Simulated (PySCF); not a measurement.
# C₉H₁₇Al: a changed input and its effect

System: C₉H₁₇Al.
Method of run 1: GIAO HF/pcSseg-1 NMR shielding, non-relativistic, gas phase (PySCF 2.14.0).

The geometry comes from this level: PBE0-D3(BJ)/def2-SVP. Text and figures count atoms from 1; the logs count them from 0 in places.

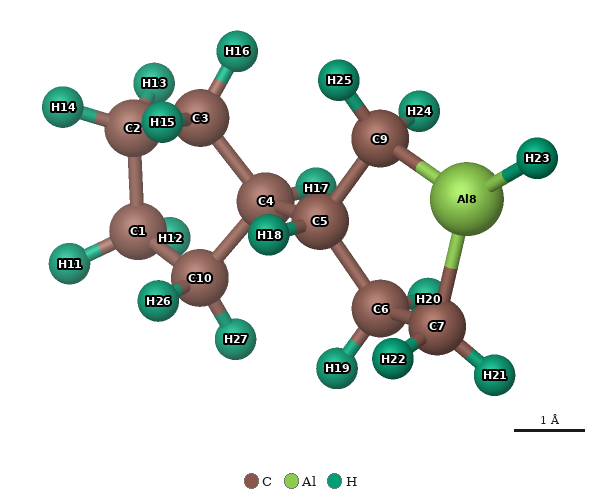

Fig. 1: The input geometry (ball-and-stick view, seen at a tilt; atoms are numbered from 1 in the order of the input). Sticks mark near contacts. Bond lengths as drawn: Al–C 1.96 to 1.97 Å, Al–H 1.59 Å, C–C 1.53 to 1.55 Å and C–H 1.10 to 1.11 Å.

## The input, run 1
```
{"job": {"kind": "nmr", "xc": "HF", "basis": "pcSseg-1", "pop": false}, "charge": 0, "multiplicity": 1}
C      2.808546    -0.194268    -0.996455
C      2.981973     0.309184     0.455690
C      1.560929     0.579715     0.975368
C      0.631590    -0.220182     0.057707
C     -0.836669     0.195029     0.122309
C     -1.714657    -0.588913    -0.874646
C     -3.198734    -0.188019    -0.777183
Al    -3.362725     0.112735     1.157906
C     -1.436028     0.088970     1.542233
C      1.314445    -0.057609    -1.302586
H      3.434967     0.354624    -1.715648
H      3.106513    -1.252193    -1.068834
H      3.484964    -0.452393     1.071076
H      3.609011     1.211880     0.509896
H      1.312854     1.651068     0.871372
H      1.437882     0.327115     2.038544
H      0.690550    -1.288994     0.348072
H     -0.880838     1.262036    -0.182418
H     -1.324609    -0.462734    -1.898430
H     -1.608075    -1.666128    -0.642182
H     -3.868119    -0.922134    -1.252201
H     -3.371075     0.766381    -1.311917
H     -4.630192     0.316117     2.102071
H     -1.166257    -0.894166     1.980164
H     -1.034500     0.847057     2.232016
H      1.089633     0.952058    -1.692197
H      0.969526    -0.778455    -2.058744
```

The first line tells a small driver script what to run in PySCF; the rest is the geometry in Å.

Command:
```bash
OMP_NUM_THREADS=1 python <driver script> task.json out
```

Hardware: 1 CPU thread, shared host.

## Output (run 1)
```
final grid: 204088 points
cycle   1  E = -592.4236335307  dE =  2.198e+00  |g| = 5.157e-01  |ddm| = 4.461e+00
cycle   2  E = -592.5239545862  dE = -1.003e-01  |g| = 1.491e-01  |ddm| = 6.624e-01
cycle   3  E = -592.5319647961  dE = -8.010e-03  |g| = 6.267e-02  |ddm| = 2.597e-01
cycle   4  E = -592.5330771500  dE = -1.112e-03  |g| = 7.854e-03  |ddm| = 7.473e-02
cycle   5  E = -592.5331004278  dE = -2.328e-05  |g| = 2.187e-03  |ddm| = 1.385e-02
cycle   6  E = -592.5331023187  dE = -1.891e-06  |g| = 5.766e-04  |ddm| = 4.254e-03
cycle   7  E = -592.5331024628  dE = -1.442e-07  |g| = 1.455e-04  |ddm| = 1.151e-03
cycle   8  E = -592.5331024753  dE = -1.252e-08  |g| = 3.833e-05  |ddm| = 3.996e-04
cycle   9  E = -592.5331024761  dE = -7.728e-10  |g| = 1.156e-05  |ddm| = 9.131e-05
converged SCF energy = -592.5331024761

GIAO shielding tensors (ppm)
atom      isotropic    diamagn.    paramagn.     s11        s22        s33       span
  0 C      167.569     245.636     -78.068    142.677    177.067    182.962     40.285
  1 C      169.583     245.339     -75.756    145.282    179.544    183.923     38.642
  2 C      159.583     245.404     -85.822    137.555    162.687    178.506     40.951
  3 C      144.213     245.177    -100.964    124.582    136.446    171.611     47.029
  4 C      149.097     246.773     -97.677    134.414    144.837    168.039     33.626
  5 C      159.900     247.206     -87.305    146.165    159.134    174.402     28.238
  6 C      182.857     249.250     -66.393    168.735    183.297    196.540     27.805
  7 Al     303.541     792.544    -489.003    272.144    285.791    352.686     80.542
  8 C      177.013     246.643     -69.629    166.338    169.293    195.409     29.070
  9 C      159.799     245.791     -85.993    140.903    162.204    176.290     35.387
 10 H       30.173      29.084       1.089     24.861     27.372     38.286     13.425
 11 H       30.351      30.016       0.335     25.135     27.921     37.996     12.861
 12 H       30.292      29.438       0.854     24.959     27.795     38.121     13.161
 13 H       30.243      29.030       1.213     24.900     27.546     38.283     13.383
 14 H       30.980      32.556      -1.576     25.453     31.239     36.248     10.795
 15 H       29.966      32.052      -2.086     23.734     30.247     35.917     12.183
 16 H       31.066      34.769      -3.704     27.766     31.104     34.328      6.562
 17 H       31.450      35.126      -3.676     28.313     31.170     34.868      6.554
 18 H       29.652      33.176      -3.524     22.228     31.814     34.913     12.685
 19 H       31.260      33.602      -2.342     25.853     31.785     36.141     10.289
 20 H       31.290      28.980       2.310     25.700     28.508     39.662     13.962
 21 H       31.960      30.020       1.940     26.381     29.672     39.828     13.447
 22 H       26.482      27.955      -1.472     23.596     23.808     32.043      8.447
 23 H       32.485      31.484       1.001     27.957     30.490     39.010     11.053
 24 H       31.285      31.239       0.046     25.586     30.698     37.572     11.986
 25 H       31.081      32.722      -1.641     25.758     30.988     36.495     10.737
 26 H       30.096      32.495      -2.399     23.714     30.405     36.168     12.454
```

Run 2 used a changed input.

## The two runs side by side

| quantity | run 1 | run 2 |
| --- | --- | --- |
| outcome | converged | converged |
| total energy (hartree) | −592.533102 | −595.016391 |
| HOMO (eV) | −9.81 | −6.99 |
| LUMO (eV) | 1.65 | −1.01 |
| dipole moment (D) | 0.21 | 0.07 |
| shielding of C3 (ppm) | 159.6 | 148.8 |
| shielding of C4 (ppm) | 144.2 | 130.4 |
| shielding of C5 (ppm) | 149.1 | 135.2 |
| shielding of C6 (ppm) | 159.9 | 148.4 |
| shielding of C7 (ppm) | 182.9 | 170.8 |
| shielding of Al8 (ppm) | 303.5 | 238.1 |
| shielding of C9 (ppm) | 177.0 | 164.3 |
| SCF iterations | 9 | 14 |
| basis functions | 262 | 262 |
| wall time (shared host) | 68 s | 2.2 min |

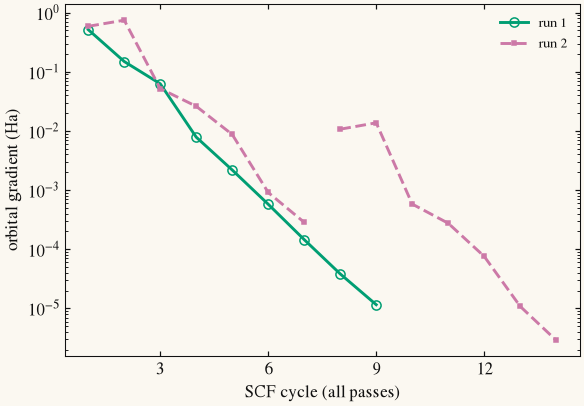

Fig. 2: Convergence of the two runs: orbital gradient against the SCF cycle. A break in a curve parts two SCF passes (coarse and final grid). Run 1 takes 9 cycles in all, and run 2 takes 14.

Which change of the input explains these differences?

The change (lines with − go, lines with + come):
```diff
-"xc": "HF"
+"xc": "PBE0"
-"pop": false
```

The total energies belong to different methods, so their difference says nothing on which is more stable or more accurate. The HOMO goes from −9.81 to −6.99 eV. The LUMO goes from 1.65 to −1.01 eV. The dipole moment goes from 0.21 to 0.07 D. Of all shieldings, the largest change is that of Al8, by −65.4 ppm. The method changes from HF to PBE0. The SCF takes 14 iterations against 9.

## Output, shortened to warnings, some set-up lines, iterations and results (run 2)
```
coarse grid: 21944 points
[...]
cycle   1  E = -594.8545159365  dE =  9.755e-01  |g| = 5.871e-01  |ddm| = 4.605e+00
cycle   2  E = -594.7998055253  dE =  5.471e-02  |g| = 7.450e-01  |ddm| = 1.319e+00
cycle   3  E = -594.9523180916  dE = -1.525e-01  |g| = 5.193e-02  |ddm| = 8.168e-01
cycle   4  E = -594.9528747586  dE = -5.567e-04  |g| = 2.610e-02  |ddm| = 9.554e-02
cycle   5  E = -594.9530272512  dE = -1.525e-04  |g| = 8.712e-03  |ddm| = 3.341e-02
cycle   6  E = -594.9530451143  dE = -1.786e-05  |g| = 9.114e-04  |ddm| = 8.834e-03
cycle   7  E = -594.9530453039  dE = -1.896e-07  |g| = 2.850e-04  |ddm| = 1.400e-03
cycle   8  E = -595.0163604189  dE = -8.144e-05  |g| = 1.070e-02  |ddm| = 5.549e-02
cycle   9  E = -595.0163410471  dE =  1.937e-05  |g| = 1.372e-02  |ddm| = 2.422e-02
cycle  10  E = -595.0163914017  dE = -5.035e-05  |g| = 5.808e-04  |ddm| = 1.402e-02
cycle  11  E = -595.0163914675  dE = -6.582e-08  |g| = 2.753e-04  |ddm| = 1.147e-03
cycle  12  E = -595.0163914853  dE = -1.775e-08  |g| = 7.588e-05  |ddm| = 3.276e-04
cycle  13  E = -595.0163914866  dE = -1.317e-09  |g| = 1.083e-05  |ddm| = 8.222e-05
cycle  14  E = -595.0163914866  dE = -2.683e-11  |g| = 2.886e-06  |ddm| = 1.352e-05
converged SCF energy = -595.0163914866

GIAO shielding tensors (ppm)
atom      isotropic    diamagn.    paramagn.     s11        s22        s33       span
  0 C      157.664     248.169     -90.506    128.994    168.825    175.172     46.178
  1 C      159.822     247.919     -88.097    131.837    171.334    176.296     44.458
  2 C      148.766     247.764     -98.998    123.818    152.107    170.373     46.555
  3 C      130.373     246.769    -116.396    108.017    122.976    160.124     52.107
  4 C      135.201     248.563    -113.362    119.902    128.066    157.635     37.732
  5 C      148.385     249.223    -100.838    131.927    147.932    165.297     33.369
  6 C      170.843     249.481     -78.638    158.141    168.422    185.967     27.826
  7 Al     238.130     795.639    -557.509    181.084    213.132    320.173    139.089
  8 C      164.323     246.777     -82.454    152.587    155.600    184.781     32.194
  9 C      149.211     248.037     -98.826    127.918    151.655    168.062     40.144
 10 H       29.585      28.591       0.993     24.479     27.177     37.098     12.619
 11 H       29.726      29.818      -0.092     24.602     27.705     36.870     12.268
 12 H       29.700      29.175       0.525     24.501     27.604     36.995     12.494
 13 H       29.664      28.588       1.076     24.531     27.338     37.124     12.593
 14 H       30.348      32.575      -2.227     25.054     30.904     35.086     10.031
 15 H       29.348      31.939      -2.590     23.467     29.845     34.733     11.266
 16 H       30.269      34.901      -4.632     27.631     30.275     32.901      5.270
 17 H       30.600      35.060      -4.460     28.026     30.341     33.433      5.407
 18 H       28.939      33.062      -4.123     21.890     31.377     33.550     11.661
 19 H       30.581      33.340      -2.759     25.393     31.429     34.921      9.528
 20 H       30.506      28.163       2.343     25.346     28.186     37.985     12.640
 21 H       31.282      29.478       1.804     25.953     29.154     38.738     12.785
 22 H       25.390      27.750      -2.360     22.552     23.075     30.541      7.989
 23 H       31.779      31.084       0.695     27.471     29.987     37.878     10.407
 24 H       30.446      30.774      -0.328     25.237     30.243     35.857     10.619
 25 H       30.453      32.711      -2.258     25.353     30.638     35.367     10.014
 26 H       29.461      32.361      -2.900     23.404     30.004     34.974     11.570
```
